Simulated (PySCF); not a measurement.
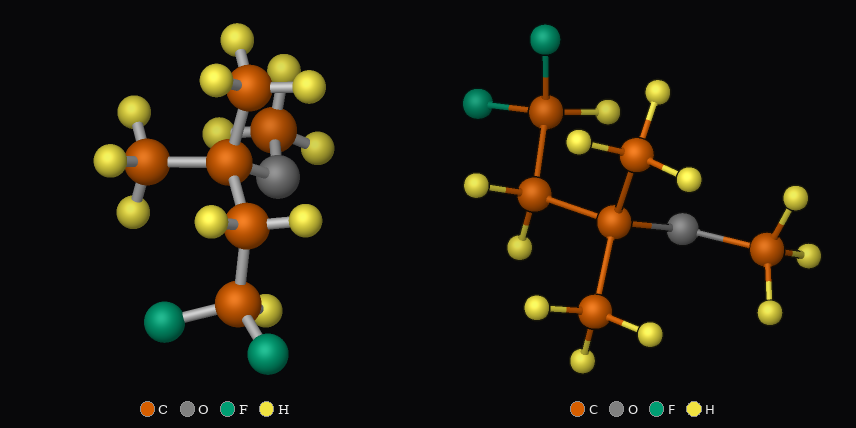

Two views of one molecule.

Which formula does it have?

Answer. C6H12F2O, 21 atoms: 6 carbon, 12 hydrogen, 2 fluorine and 1 oxygen.

Name some functional groups or characteristic bonds that it holds.

Answer. Among them: ether, C–F bond.

Write the SMILES.

Answer. COC(C)(C)CC(F)F

What is the point group of this geometry?

Answer. C1.

The parts below concern this one geometry. Atoms keep their numbers from picture to picture. The geometry was computed by an optimisation with PBE0-D3(BJ)/def2-SVP. No frequency run is at hand to confirm it as a minimum.

Core levels

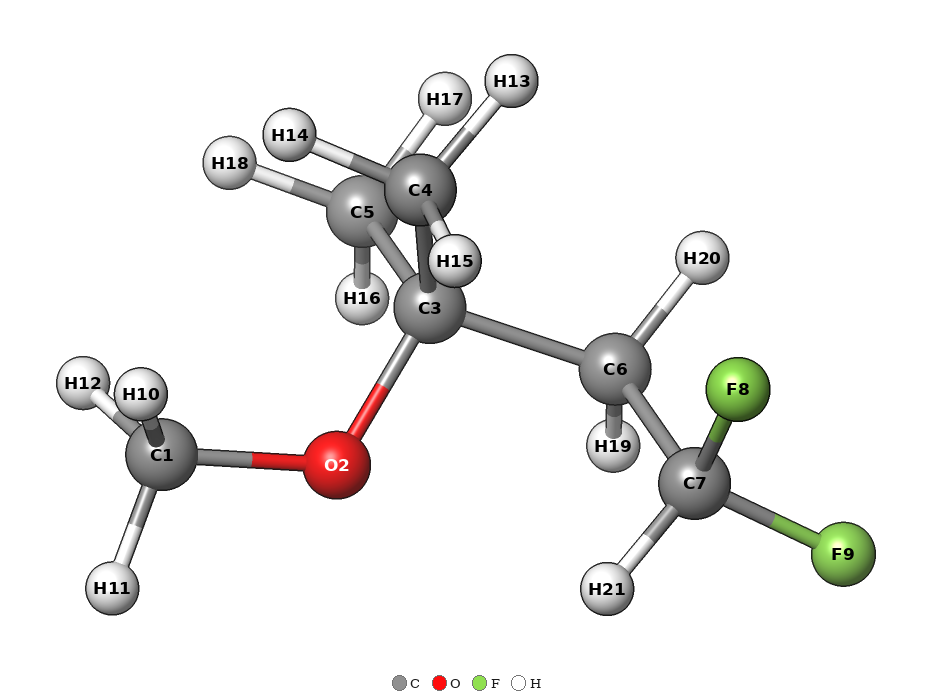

No frequency run is at hand to confirm it as a minimum. Level of theory: delta-SCF UKS SCAN, pcX-2 on the ionised atom, pcseg-1 elsewhere, spin-free X2C (PySCF 2.14.0).

Give the core-electron binding energies (to vacuum) of C1 1s, O2 1s, C3 1s, C4 1s, C6 1s, C7 1s, F8 1s.

| atom | level | binding energy (eV) |
| --- | --- | --- |
| C1 | 1s | 292.2 |
| O2 | 1s | 538.2 |
| C3 | 1s | 292.3 |
| C4 | 1s | 290.6 |
| C6 | 1s | 290.9 |
| C7 | 1s | 295.2 |
| F8 | 1s | 692.8 |

Electronic properties

No frequency run is at hand to confirm it as a minimum. Level of theory: CAM-B3LYP/def2-SVPD, gas phase (PySCF 2.14.0). Excitations: vertical, linear response.

Computed properties:

- dipole moment: 3.26 D
- HOMO energy (Kohn–Sham orbital): −9.13 eV
- LUMO energy (Kohn–Sham orbital): 1.14 eV
- HOMO–LUMO gap: 10.28 eV
- mean static polarisability: 79.4 bohr³
- lowest vertical singlet excitation: 7.39 eV
- its oscillator strength: 0.000
- brightest of the 10 lowest singlets: 9.22 eV
- its oscillator strength: 0.03

NMR shielding

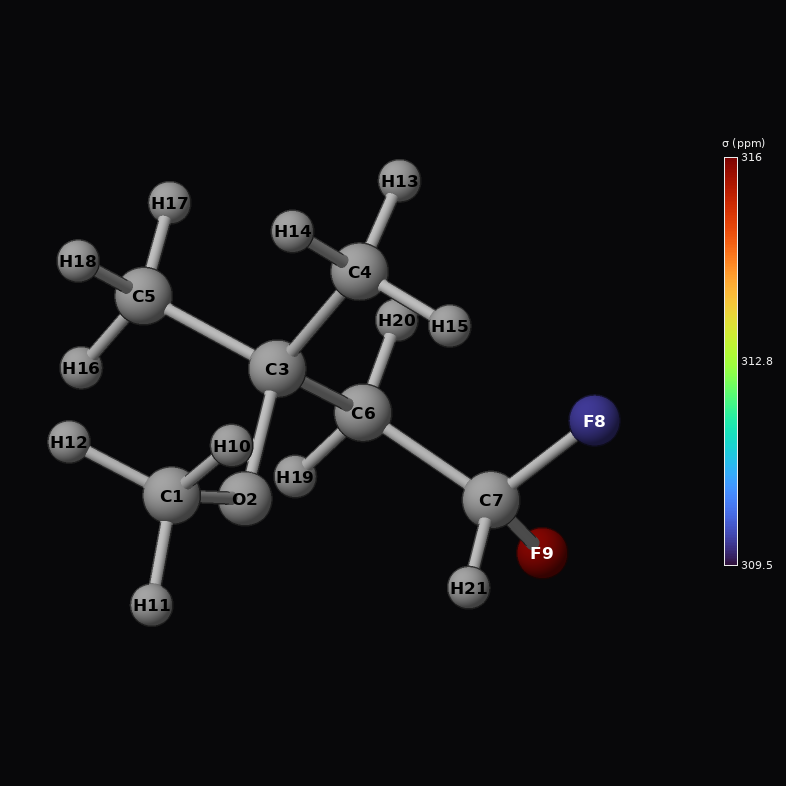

Atoms are coloured by their isotropic NMR shieldings (F only, the others grey). No frequency run is at hand to confirm it as a minimum. Properties computed with GIAO PBE0/pcSseg-1 NMR shielding, non-relativistic, IEF-PCM tetrahydrofuran (PySCF 2.14.0).

List the isotropic NMR shieldings of the F atoms.

| atom | σ (ppm) |
| --- | --- |
| F8 | 309.8 |
| F9 | 315.9 |

Charges

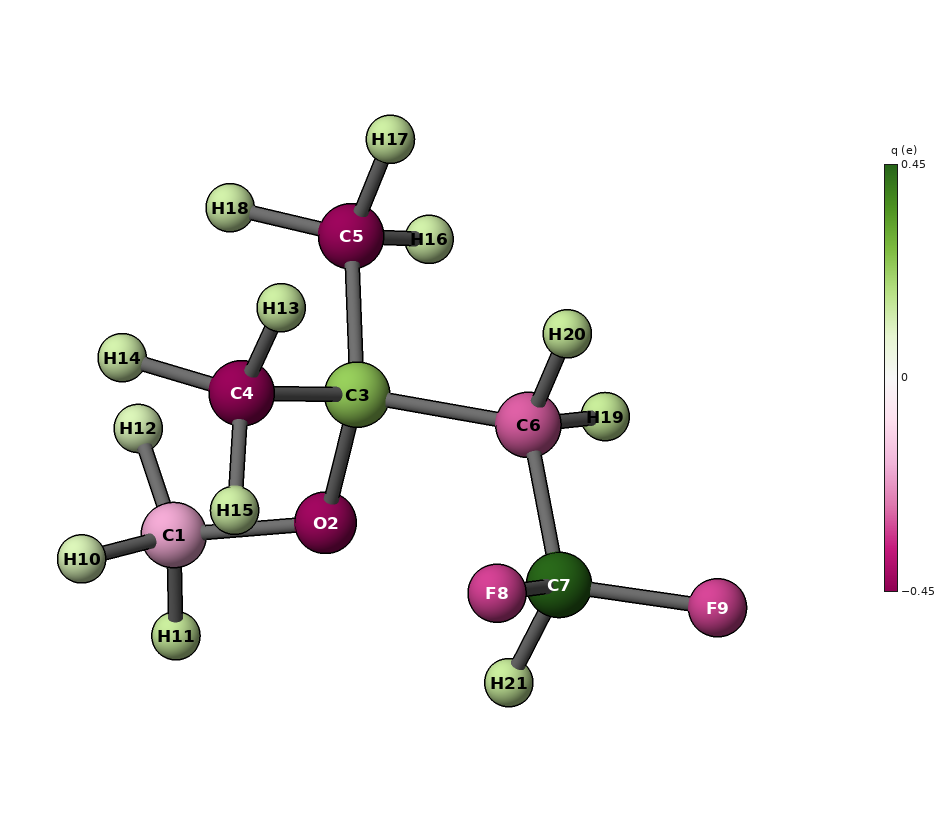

Atoms are coloured by their IAO charges. No frequency run is at hand to confirm it as a minimum. Method: PBE0/pcSseg-1 in methanol (IEF-PCM) (PySCF 2.14.0).

List the IAO charges.

```tsv
atom	value (e)
C1	−0.20
O2	−0.42
C3	0.24
C4	−0.44
C5	−0.43
C6	−0.29
C7	0.45
F8	−0.32
F9	−0.32
H10	0.12
H11	0.16
H12	0.12
H13	0.15
H14	0.14
H15	0.14
H16	0.14
H17	0.15
H18	0.14
H19	0.16
H20	0.15
H21	0.16
```
